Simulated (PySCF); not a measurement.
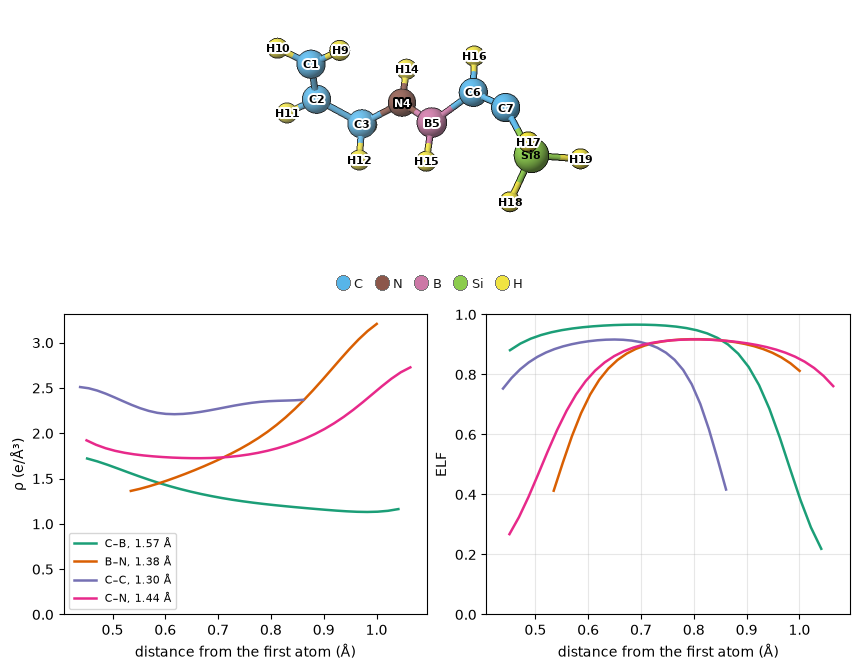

C5H11BNSi (SMILES C=CCNB/C=[C]\[SiH3]) (doublet). Electron density and electron localisation function along straight lines between neighbouring atoms. The curves leave out the atomic cores. The structure is drawn too.

Geometry: GFN2-xTB.

Method: UKS B3LYP, pcH-1 on B C H N Si, non-relativistic, mean-field spin-orbit, GIAO in PySCF 2.14.0, density-fitted response routines.

```tsv
atom	x (Å)	y (Å)	z (Å)
C	-3.2721	0.6305	0.2460
C	-3.0696	-0.6562	0.4557
C	-1.7768	-1.3866	0.2194
N	-0.7571	-0.5857	-0.4131
B	0.4831	-0.2516	0.0912
C	1.4300	0.6529	-0.7783
C	2.6510	0.9719	-0.4674
Si	4.0670	0.8618	0.6862
H	-2.4913	1.2801	-0.1134
H	-4.2254	1.0916	0.4376
H	-3.8655	-1.2849	0.8322
H	-1.3904	-1.7413	1.1799
H	-1.9898	-2.2740	-0.3957
H	-1.0560	-0.2495	-1.3188
H	0.8187	-0.6441	1.1411
H	1.0037	1.0241	-1.7119
H	4.3077	2.2190	1.1890
H	3.9100	-0.0371	1.8429
H	5.2130	0.3885	-0.0999
```

Question: What kind of bonding do the profiles show?

Answer: C–B (1.57 Å): ρ is about 1.2 e/Å³ halfway; the ELF peaks at about 0.95 between the atoms; a covalent bond.
B–N (1.38 Å): the density is about 1.7 e/Å³ at the midpoint; the ELF peaks at about 0.90 between the atoms (a short, strongly polar bond).
C–C (1.30 Å): the density is about 2.2 e/Å³ at the midpoint; the ELF peaks at about 0.90 between the atoms (a short, multiple covalent bond).
C–N (1.44 Å): ρ at the midpoint is about 1.7 e/Å³; the ELF peaks at about 0.90 between the atoms; a covalent bond.
